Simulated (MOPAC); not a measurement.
**Frequency calculation, with input and output: CH₆Ge₂ (part 2 of 2)**

The same run, continued: CH₆Ge₂, SMILES [CH2]1[GeH2][GeH2]1; PM7-, closed shell (MOPAC 23.2.5). The geometry was optimised with PM7-.

Geometry of the input (Å):
```
C  -0.6314  0.1574  -0.7083
Ge 1.0873  0.8000  -0.0508
Ge -0.3749  -1.0126  0.8294
H  -1.4617  0.8527  -0.6557
H  -0.6314  -0.3163  -1.6836
H  1.1050  2.1183  0.6495
H  2.3030  0.4304  -0.8346
H  -0.0076  -2.4336  0.5565
H  -1.2065  -0.7462  2.0404
```

## The program's output, continued
```
           1    0.4886    0.1122   -0.1683   -0.0000   -0.0000    0.2452   -0.2080   -0.0000
           2    0.4055   -0.1352   -0.1397    0.0000    0.0000   -0.2955   -0.1727    0.0000
           3    0.0000   -0.0000   -0.0000    0.5068    0.0000    0.0000   -0.0000   -0.0000
           4   -0.1930    0.0448    0.0077    0.0000   -0.0000    0.0285   -0.0071   -0.0000
           5    0.1019   -0.0141    0.0120   -0.0000   -0.0000    0.0294   -0.0048   -0.0000
           6   -0.0000    0.0000    0.0000   -0.0831   -0.0647   -0.0000   -0.0000    0.0890
           7    0.0646    0.0056    0.0132    0.0000    0.0000   -0.0341   -0.0060    0.0000
           8   -0.2085   -0.0466    0.0053    0.0000    0.0000   -0.0226   -0.0061    0.0000
           9   -0.0000    0.0000   -0.0000   -0.0831    0.0647    0.0000    0.0000   -0.0890
          10    0.1252    0.0309   -0.0408    0.3990    0.4403   -0.4159    0.4146    0.0065
          11    0.1039   -0.0372   -0.0339    0.3311   -0.5306    0.5011    0.3440   -0.0078
          12    0.0025   -0.0000   -0.0039   -0.2620    0.0000   -0.0000   -0.4161   -0.0000
          13    0.1252    0.0308   -0.0408   -0.3990   -0.4404   -0.4159    0.4146   -0.0065
          14    0.1039   -0.0372   -0.0339   -0.3311    0.5306    0.5011    0.3440    0.0078
          15   -0.0025   -0.0000    0.0039   -0.2620   -0.0000   -0.0000    0.4161   -0.0000
          16   -0.0925   -0.4202    0.3732    0.0918    0.0712    0.0025   -0.0028    0.2492
          17   -0.3196    0.0974   -0.2026    0.0552    0.0676   -0.0147    0.0036   -0.1296
          18    0.0378   -0.2323    0.2371    0.0461    0.0235   -0.0039    0.0022   -0.4088
          19   -0.0925   -0.4202    0.3732   -0.0918   -0.0712    0.0025   -0.0028   -0.2492
          20   -0.3196    0.0974   -0.2026   -0.0552   -0.0676   -0.0147    0.0036    0.1296
          21   -0.0378    0.2323   -0.2371    0.0461    0.0235    0.0039   -0.0022   -0.4088
          22   -0.3312   -0.0183   -0.1303   -0.0711    0.0796    0.0140    0.0031   -0.0815
          23   -0.0320    0.4309    0.4042   -0.0801    0.0575   -0.0052   -0.0034    0.2688
          24   -0.0378   -0.2323   -0.2371    0.0461   -0.0235   -0.0039   -0.0022    0.4088
          25   -0.3312   -0.0183   -0.1303    0.0711   -0.0796    0.0140    0.0031    0.0815
          26   -0.0320    0.4309    0.4042    0.0801   -0.0575   -0.0052   -0.0034   -0.2688
          27    0.0378    0.2323    0.2371    0.0461   -0.0235    0.0039    0.0022    0.4088

   Root No.      17        18        19        20        21

                 4 B1      5 B2      6 A1      5 B1      7 A1

                2005.4    2180.9    2197.7    2678.5    2746.8

           1   -0.0000   -0.0210   -0.0223    0.0000    0.1577
           2    0.0000    0.0253   -0.0185   -0.0000    0.1309
           3   -0.0218   -0.0000   -0.0000   -0.2977    0.0000
           4   -0.0000   -0.0408   -0.0343    0.0000    0.0048
           5   -0.0000    0.0238    0.0182    0.0000    0.0013
           6   -0.0918    0.0000    0.0000   -0.0031   -0.0000
           7    0.0000   -0.0158    0.0116   -0.0000    0.0022
           8    0.0000    0.0445   -0.0371   -0.0000    0.0045
           9   -0.0918   -0.0000   -0.0000   -0.0031   -0.0000
          10   -0.0124    0.0007   -0.0021    0.3188   -0.3001
          11   -0.0103   -0.0009   -0.0018    0.2646   -0.2491
          12   -0.0016   -0.0000   -0.0032    0.5330   -0.5717
          13    0.0124    0.0007   -0.0021   -0.3188   -0.3001
          14    0.0103   -0.0009   -0.0018   -0.2646   -0.2491
          15   -0.0016   -0.0000    0.0032    0.5330    0.5717
          16   -0.2496    0.2124    0.2112   -0.0019   -0.0009
          17    0.1258   -0.1045   -0.1147    0.0006   -0.0008
          18    0.4092   -0.4388   -0.4374    0.0036   -0.0004
          19    0.2496    0.2124    0.2112    0.0019   -0.0008
          20   -0.1258   -0.1045   -0.1147   -0.0006   -0.0008
          21    0.4092    0.4388    0.4374    0.0036    0.0004
          22   -0.0777    0.0635   -0.0738   -0.0002   -0.0009
          23    0.2685   -0.2281    0.2287    0.0020   -0.0007
          24    0.4092   -0.4388    0.4374    0.0036    0.0004
          25    0.0777    0.0635   -0.0738    0.0002   -0.0009
          26   -0.2685   -0.2280    0.2287   -0.0020   -0.0007
          27    0.4092    0.4388   -0.4374    0.0036   -0.0004

          DESCRIPTION OF VIBRATIONS

 VIBRATION          1    1A1         ATOM PAIR     ENERGY CONTRIBUTION    RADIAL
 FREQUENCY           251.15         Ge2 -- Ge3         +20.0% (123.4%)    100.0%
 TRANSITION DIPOLE   0.3058         C 1 -- Ge2         +17.1% (114.1%)      2.6%
 TRAVEL (Ang.)       0.0977         C 1 -- Ge3         +17.1% (114.1%)      2.6%
 REDUCED MASS       28.1451         C 1 -- H 4         +10.9% ( 91.3%)     32.8%
 EFFECTIVE MASS     94.7274         C 1 -- H 5         +10.9% ( 91.3%)     32.8%
 FORCE CONSTANT      1.0460

 VIBRATION          2    1B1         ATOM PAIR     ENERGY CONTRIBUTION    RADIAL
 FREQUENCY           336.75         Ge2 -- H 7         +23.2% ( 79.1%)      0.4%
 TRANSITION DIPOLE   0.1660         Ge2 -- H 6         +23.2% ( 79.1%)      0.4%
 TRAVEL (Ang.)       0.9030         Ge3 -- H 9         +23.2% ( 79.1%)      0.4%
 REDUCED MASS        0.2456         Ge3 -- H 8         +23.2% ( 79.1%)      0.4%
 EFFECTIVE MASS      1.4114
 FORCE CONSTANT      0.0164

 VIBRATION          3    1B2         ATOM PAIR     ENERGY CONTRIBUTION    RADIAL
 FREQUENCY           363.41         C 1 -- Ge3         +22.2% ( 99.0%)     78.0%
 TRANSITION DIPOLE   0.5174         C 1 -- Ge2         +22.2% ( 99.0%)     78.0%
 TRAVEL (Ang.)       0.2511         C 1 -- H 4         +16.1% ( 84.3%)      0.0%
 REDUCED MASS        2.9426         C 1 -- H 5         +16.1% ( 84.3%)      0.0%
 EFFECTIVE MASS     17.0554
 FORCE CONSTANT      0.2290

 VIBRATION          4    1A2         ATOM PAIR     ENERGY CONTRIBUTION    RADIAL
 FREQUENCY           399.04         Ge2 -- H 7         +24.1% ( 65.8%)      6.6%
 TRANSITION DIPOLE   0.0000         Ge3 -- H 8         +24.1% ( 65.8%)      6.6%
 TRAVEL (Ang.)       0.6975         Ge2 -- H 6         +24.1% ( 65.8%)      6.6%
 REDUCED MASS        0.3473         Ge3 -- H 9         +24.1% ( 65.8%)      6.6%
 EFFECTIVE MASS      3.5677
 FORCE CONSTANT      0.0326

 VIBRATION          5    2A2         ATOM PAIR     ENERGY CONTRIBUTION    RADIAL
 FREQUENCY           446.22         Ge3 -- H 8         +22.7% ( 63.1%)      2.3%
 TRANSITION DIPOLE   0.0000         Ge3 -- H 9         +22.7% ( 63.1%)      2.3%
 TRAVEL (Ang.)       0.8064         Ge2 -- H 7         +22.7% ( 63.1%)      2.3%
 REDUCED MASS        0.2324         Ge2 -- H 6         +22.7% ( 63.1%)      2.3%
 EFFECTIVE MASS      1.4811
 FORCE CONSTANT      0.0273

 VIBRATION          6    2B1         ATOM PAIR     ENERGY CONTRIBUTION    RADIAL
 FREQUENCY           473.40         C 1 -- H 5         +17.1% ( 61.8%)     24.4%
 TRANSITION DIPOLE   0.3061         C 1 -- H 4         +17.1% ( 61.8%)     24.4%
 TRAVEL (Ang.)       0.8512         Ge2 -- H 6         +13.5% ( 54.9%)      3.9%
 REDUCED MASS        0.1966         Ge2 -- H 7         +13.5% ( 54.9%)      3.9%
 EFFECTIVE MASS      2.7477         Ge3 -- H 9         +13.5% ( 54.9%)      3.9%
 FORCE CONSTANT      0.0260         Ge3 -- H 8         +13.5% ( 54.9%)      3.9%

 VIBRATION          7    2B2         ATOM PAIR     ENERGY CONTRIBUTION    RADIAL
 FREQUENCY           558.77         C 1 -- Ge3         +20.0% ( 58.9%)     48.0%
 TRANSITION DIPOLE   0.5973         C 1 -- Ge2         +20.0% ( 58.9%)     48.0%
 TRAVEL (Ang.)       0.2929         C 1 -- H 4         +14.6% ( 50.2%)      0.0%
 REDUCED MASS        1.4070         C 1 -- H 5         +14.6% ( 50.2%)      0.0%
 EFFECTIVE MASS      7.2376
 FORCE CONSTANT      0.2588

 VIBRATION          8    2A1         ATOM PAIR     ENERGY CONTRIBUTION    RADIAL
 FREQUENCY           579.63         C 1 -- Ge3         +23.9% ( 80.5%)     78.7%
 TRANSITION DIPOLE   0.6879         C 1 -- Ge2         +23.9% ( 80.5%)     78.7%
 TRAVEL (Ang.)       0.2738         C 1 -- H 4         +15.6% ( 65.0%)     33.1%
 REDUCED MASS        1.5519         C 1 -- H 5         +15.6% ( 65.0%)     33.1%
 EFFECTIVE MASS     12.2007
 FORCE CONSTANT      0.3072

 VIBRATION          9    3A1         ATOM PAIR     ENERGY CONTRIBUTION    RADIAL
 FREQUENCY           652.85         C 1 -- Ge2         +26.2% ( 86.8%)     83.4%
 TRANSITION DIPOLE   0.2639         C 1 -- Ge3         +26.2% ( 86.8%)     83.4%
 TRAVEL (Ang.)       0.2104         C 1 -- H 5         +17.8% ( 71.6%)     33.3%
 REDUCED MASS        2.3342         C 1 -- H 4         +17.8% ( 71.6%)     33.3%
 EFFECTIVE MASS     12.0686
 FORCE CONSTANT      0.5862

 VIBRATION         10    3B2         ATOM PAIR     ENERGY CONTRIBUTION    RADIAL
 FREQUENCY           754.28         Ge3 -- H 9         +22.8% ( 40.5%)      0.7%
 TRANSITION DIPOLE   0.0458         Ge2 -- H 7         +22.8% ( 40.5%)      0.7%
 TRAVEL (Ang.)       0.6048         Ge3 -- H 8         +22.8% ( 40.5%)      0.7%
 REDUCED MASS        0.2444         Ge2 -- H 6         +22.8% ( 40.5%)      0.7%
 EFFECTIVE MASS      1.3241
 FORCE CONSTANT      0.0819

 VIBRATION         11    4A1         ATOM PAIR     ENERGY CONTRIBUTION    RADIAL
 FREQUENCY           762.85         Ge2 -- H 6         +18.6% ( 39.0%)      0.2%
 TRANSITION DIPOLE   0.0930         Ge3 -- H 9         +18.6% ( 39.0%)      0.2%
 TRAVEL (Ang.)       0.5910         Ge2 -- H 7         +18.6% ( 39.0%)      0.1%
 REDUCED MASS        0.2531         Ge3 -- H 8         +18.6% ( 39.0%)      0.2%
 EFFECTIVE MASS      1.6284
 FORCE CONSTANT      0.0868

 VIBRATION         12    3B1         ATOM PAIR     ENERGY CONTRIBUTION    RADIAL
 FREQUENCY           774.54         C 1 -- H 4         +35.3% ( 93.8%)     12.2%
 TRANSITION DIPOLE   0.3492         C 1 -- H 5         +35.3% ( 93.8%)     12.2%
 TRAVEL (Ang.)       0.2908         C 1 -- Ge2         +13.9% ( 58.8%)      0.0%
 REDUCED MASS        1.0297         C 1 -- Ge3         +13.9% ( 58.8%)      0.0%
 EFFECTIVE MASS      4.7416
 FORCE CONSTANT      0.3640

 VIBRATION         13    3A2         ATOM PAIR     ENERGY CONTRIBUTION    RADIAL
 FREQUENCY           784.97         C 1 -- H 5         +48.9% ( 76.6%)      0.0%
 TRANSITION DIPOLE   0.0000         C 1 -- H 4         +48.9% ( 76.6%)      0.0%
 TRAVEL (Ang.)       0.4328         Ge3 -- H 8          +0.5% (  7.6%)     20.2%
 REDUCED MASS        0.4586         Ge3 -- H 9          +0.5% (  7.6%)     20.2%
 EFFECTIVE MASS      1.1957
 FORCE CONSTANT      0.1665

 VIBRATION         14    4B2         ATOM PAIR     ENERGY CONTRIBUTION    RADIAL
 FREQUENCY          1028.27         C 1 -- H 4         +45.4% ( 67.3%)      0.0%
 TRANSITION DIPOLE   0.3035         C 1 -- H 5         +45.4% ( 67.3%)      0.0%
 TRAVEL (Ang.)       0.3241         C 1 -- Ge3          +4.5% ( 21.1%)     30.8%
 REDUCED MASS        0.6242         C 1 -- Ge2          +4.5% ( 21.1%)     30.8%
 EFFECTIVE MASS      2.0555
 FORCE CONSTANT      0.3889

 VIBRATION         15    5A1         ATOM PAIR     ENERGY CONTRIBUTION    RADIAL
 FREQUENCY          1279.76         C 1 -- H 4         +45.8% ( 59.6%)      2.1%
 TRANSITION DIPOLE   0.6733         C 1 -- H 5         +45.8% ( 59.6%)      2.1%
 TRAVEL (Ang.)       0.3256         C 1 -- Ge2          +4.2% ( 18.1%)     58.9%
 REDUCED MASS        0.4969         C 1 -- Ge3          +4.2% ( 18.1%)     58.9%
 EFFECTIVE MASS      1.5647
 FORCE CONSTANT      0.4795

 VIBRATION         16    4A2         ATOM PAIR     ENERGY CONTRIBUTION    RADIAL
 FREQUENCY          1997.55         Ge3 -- H 8         +25.0% ( 52.5%)     99.9%
 TRANSITION DIPOLE   0.0000         Ge3 -- H 9         +25.0% ( 52.5%)     99.9%
 TRAVEL (Ang.)       0.3652         Ge2 -- H 7         +25.0% ( 52.5%)     99.9%
 REDUCED MASS        0.2531         Ge2 -- H 6         +25.0% ( 52.5%)     99.9%
 EFFECTIVE MASS      1.2648
 FORCE CONSTANT      0.5949

 VIBRATION         17    4B1         ATOM PAIR     ENERGY CONTRIBUTION    RADIAL
 FREQUENCY          2005.40         Ge2 -- H 6         +25.0% ( 52.2%)     99.8%
 TRANSITION DIPOLE   1.8493         Ge2 -- H 7         +25.0% ( 52.2%)     99.8%
 TRAVEL (Ang.)       0.3643         Ge3 -- H 8         +25.0% ( 52.2%)     99.8%
 REDUCED MASS        0.2534         Ge3 -- H 9         +25.0% ( 52.2%)     99.8%
 EFFECTIVE MASS      1.2839
 FORCE CONSTANT      0.6004

 VIBRATION         18    5B2         ATOM PAIR     ENERGY CONTRIBUTION    RADIAL
 FREQUENCY          2180.87         Ge2 -- H 7         +25.0% ( 47.8%)     99.9%
 TRANSITION DIPOLE   1.2442         Ge3 -- H 8         +25.0% ( 47.8%)     99.9%
 TRAVEL (Ang.)       0.3517         Ge3 -- H 9         +25.0% ( 47.8%)     99.9%
 REDUCED MASS        0.2499         Ge2 -- H 6         +25.0% ( 47.8%)     99.9%
 EFFECTIVE MASS      1.0833
 FORCE CONSTANT      0.7004

 VIBRATION         19    6A1         ATOM PAIR     ENERGY CONTRIBUTION    RADIAL
 FREQUENCY          2197.72         Ge2 -- H 7         +25.0% ( 47.5%)    100.0%
 TRANSITION DIPOLE   0.3864         Ge3 -- H 9         +25.0% ( 47.5%)    100.0%
 TRAVEL (Ang.)       0.3501         Ge3 -- H 8         +25.0% ( 47.5%)    100.0%
 REDUCED MASS        0.2504         Ge2 -- H 6         +25.0% ( 47.5%)    100.0%
 EFFECTIVE MASS      1.0618
 FORCE CONSTANT      0.7124

 VIBRATION         20    5B1         ATOM PAIR     ENERGY CONTRIBUTION    RADIAL
 FREQUENCY          2678.55         C 1 -- H 5         +49.1% ( 72.5%)     97.5%
 TRANSITION DIPOLE   1.0454         C 1 -- H 4         +49.1% ( 72.5%)     97.5%
 TRAVEL (Ang.)       0.2216         C 1 -- Ge2          +0.9% (  9.9%)      0.0%
 REDUCED MASS        0.5128         C 1 -- Ge3          +0.9% (  9.9%)      0.0%
 EFFECTIVE MASS      1.5059
 FORCE CONSTANT      2.1678

 VIBRATION         21    7A1         ATOM PAIR     ENERGY CONTRIBUTION    RADIAL
 FREQUENCY          2746.80         C 1 -- H 5         +49.6% ( 69.2%)     96.6%
 TRANSITION DIPOLE   1.0869         C 1 -- H 4         +49.6% ( 69.2%)     96.6%
 TRAVEL (Ang.)       0.2253         C 1 -- Ge2          +0.4% (  6.4%)     58.2%
 REDUCED MASS        0.4836         C 1 -- Ge3          +0.4% (  6.4%)     58.2%
 EFFECTIVE MASS      1.2403
 FORCE CONSTANT      2.1500

      SYMMETRY NUMBER FOR POINT-GROUP C2v =  2

          SYSTEM IS A GROUND STATE

 [CH2]1[GeH2][GeH2]1
 CH6Ge2 frequencies

          MOLECULE IS NOT LINEAR

          THERE ARE 21 GENUINE VIBRATIONS IN THIS SYSTEM
          THIS THERMODYNAMICS CALCULATION IS LIMITED TO
          MOLECULES WHICH HAVE NO INTERNAL ROTATIONS

                    CALCULATED THERMODYNAMIC PROPERTIES
                                          *
   TEMP. (K)   PARTITION FUNCTION   H.O.F.    ENTHALPY  HEAT CAPACITY ENTROPY
                                   KCAL/MOL   CAL/MOLE    CAL/K/MOL  CAL/K/MOL

 298.00  VIB.     0.4197D+01                  1827.9345    15.5255     8.9845
         ROT.     0.6452D+05                   888.2803     2.9808    24.9885
         INT.     0.2708D+06                  2716.2148    18.5063    33.9730
         TRA.     0.2016D+28                  1480.4672     4.9680    41.1765
         TOT.                       54.570    4196.6820    23.4743    75.1495

 200.00  VIB.     0.1718D+01                   595.0893     9.2977     4.0506
         ROT.     0.3547D+05                   596.1613     2.9808    23.7999
         INT.     0.6094D+05                  1191.2506    12.2785    27.8504
         TRA.     0.1109D+28                   993.6021     4.9680    39.1954
         TOT.                       52.558    2184.8527    17.2465    67.0458

 400.00  VIB.     0.1294D+02                  3657.5941    20.0824    14.2320
         ROT.     0.1003D+06                  1192.3226     2.9808    25.8660
         INT.     0.1298D+07                  4849.9167    23.0632    40.0980
         TRA.     0.3136D+28                  1987.2043     4.9680    42.6389
         TOT.                       57.210    6837.1210    28.0312    82.7369

 600.00  VIB.     0.1340D+03                  8307.5951    25.9663    23.5788
         ROT.     0.1843D+06                  1788.4838     2.9808    27.0746
         INT.     0.2470D+08                 10096.0790    28.9472    50.6534
         TRA.     0.5761D+28                  2980.8064     4.9680    44.6533
         TOT.                       63.450   13076.8853    33.9152    95.3067

   *: NOTE: HEATS OF FORMATION ARE RELATIVE TO THE
            ELEMENTS IN THEIR STANDARD STATE AT 298K
              (=  Standard Enthalpy of Formation).

            Hvib:  Zero-point energy is not included.
                   frequencies of less than zero cm-1 are not included.
            Hrot = (3/2)RT
            Htra = (3/2)RT + pV = (5/2)RT

            Heat capacity is Cp, not Cv

           FORCE CONSTANT IN CARTESIAN COORDINATES (Millidynes/A)

    ATOM   CHEMICAL       X               Y               Z
   NUMBER   SYMBOL  FORCE CONSTANT  FORCE CONSTANT  FORCE CONSTANT

      1       C        4.005072        3.465749        5.662821
      2      Ge        3.501315        1.482279        3.447822
      3      Ge        1.106295        3.877299        3.447822
      4       H        1.254571        1.004554        2.873373
      5       H        1.254583        1.004552        2.873362
      6       H        0.719289        0.279855        1.941730
      7       H        0.719280        0.279854        1.941740
      8       H        0.192366        0.806775        1.941733
      9       H        0.192363        0.806773        1.941738

 *                    *
 * JOB ENDED NORMALLY *
 *                    *

 TOTAL JOB TIME:             0.16 SECONDS

 == MOPAC DONE ==
```

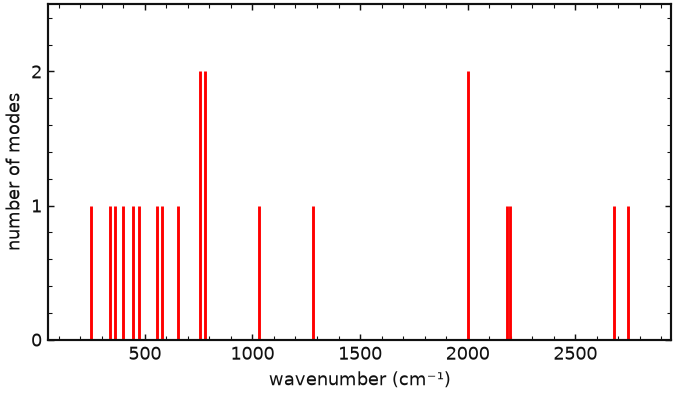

**Figure 1.** Harmonic vibrational wavenumbers from the force constants; neighbouring modes closer than 11 cm⁻¹ are counted in one stick. 21 modes from 251 to 2747 cm⁻¹, none imaginary.

## Summary

- outcome: converged
- heat of formation: 54.57 kcal/mol
- basis functions: 18
- zero-point energy: 0.052974 hartree
- wavenumbers, lowest and highest: 251 and 2747 cm⁻¹
- peak memory: 0.07 GiB

## Remarks

MOPAC's energies along a path are heats of formation.
